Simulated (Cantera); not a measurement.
A closed system holds: 1 mol Si, 1.4 mol NF3, a varied amount of H2, at 1023.15 K and 0.550 bar.

Method: chemical equilibrium by Gibbs-energy minimisation in Cantera with the NASA 1993 tables (ideal gas, pure condensed phases). Candidate condensed phases: Si, Si3N4; 37 gas species. Kinetics and transport are ignored.

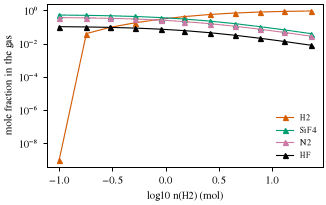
Fig. 1. Equilibrium gas composition (values under 1e-9 drawn at 1e-9)

From 0.1 mol H2 to 23 mol H2 nothing is condensed. The main Si-bearing gas is SiF4 throughout.
